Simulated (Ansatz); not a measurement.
# CHOSi (charge +1): what the fields show

Input

```
crystal:
  periodic: [false, false, false]
  atoms:
    - { symbol: C, position_ang: [-1.42541, 1.25153, 1.33788] }
    - { symbol: Si, position_ang: [-0.34777, 0.29747, 0.33289] }
    - { symbol: O, position_ang: [0.58782, -0.54196, -0.5351] }
    - { symbol: H, position_ang: [1.18536, -1.00704, -1.13567] }
total_charge: 1
basis:
  gaussian: { orbitals: def2-SVP }
hamiltonian:
  xc: pbe0
  dispersion: d4
relax:
  f_tol: 0.02
  max_steps: 50
output:
  orbitals: {}
```

Launched as:

```sh
ansatz run input.yaml --threads 1 --pin off --max-ram 2048MiB --backend cpu --events-out ev --progress --plain --runs-dir out
```

The fields are those of the run's last geometry, not of the input's.

Theory: RKS PBE0-D4/def2-SVP in Ansatz.

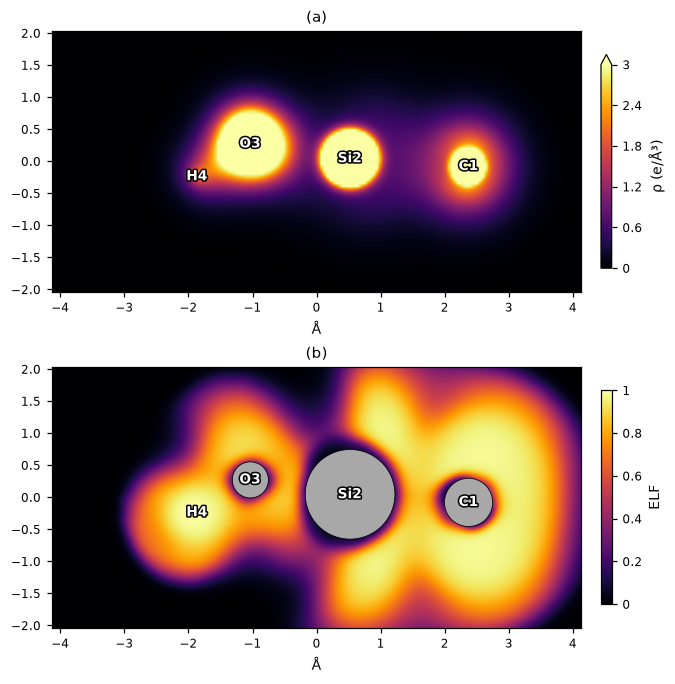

Figure 1. (a) electron density; (b) electron localisation function on the molecular plane. Grey discs cover the atomic cores in the ELF map.

> Interpret the plot.

The plane passes through C, Si, O and H nuclei.
Si–O (1.57 Å): ρ at the midpoint is about 1.2 e/Å³; the ELF peaks at about 0.85 between the atoms, as expected for a polar covalent bond.
C–Si (1.85 Å): ρ at the midpoint is about 0.85 e/Å³; the ELF peaks at about 0.85 between the atoms, as expected for a shared electron pair.
O–H (0.97 Å): ρ is about 3.7 e/Å³ halfway; the ELF climbs to about 1 towards the hydrogen, as it does in any bond to H (a covalent bond by its length).
The ELF also peaks beside C1 and O3, away from the bonds: lone-pair regions.

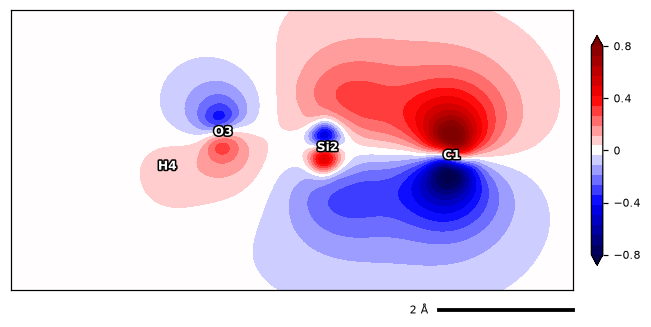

Figure 2. The HOMO on the molecular plane (values in Å⁻³ᐟ²; the overall sign is arbitrary).

> Where does this orbital lie, and at what energy?

Its weight (Hirshfeld) is mainly on C1 (about 60 %) and Si2 (about 35 %); it is symmetric in the molecular plane (an in-plane orbital: σ, lone-pair or in-plane π type). Its energy is −13.42 eV.

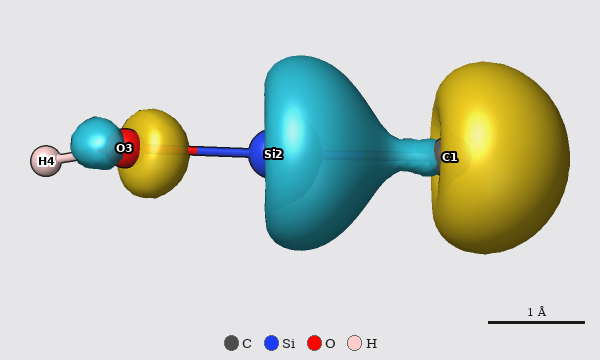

Figure 3. The HOMO−1 at ±0.2 Å⁻³ᐟ² (yellow and cyan are the two phases), seen from one side.

> Where does this orbital lie, and at what energy?

By Hirshfeld shares it lies mainly on C1 (about 60 %), Si2 (about 30 %) and O3 (about 5 %); it is symmetric in the molecular plane (an in-plane orbital: σ, lone-pair or in-plane π type). Its energy is −15.62 eV.
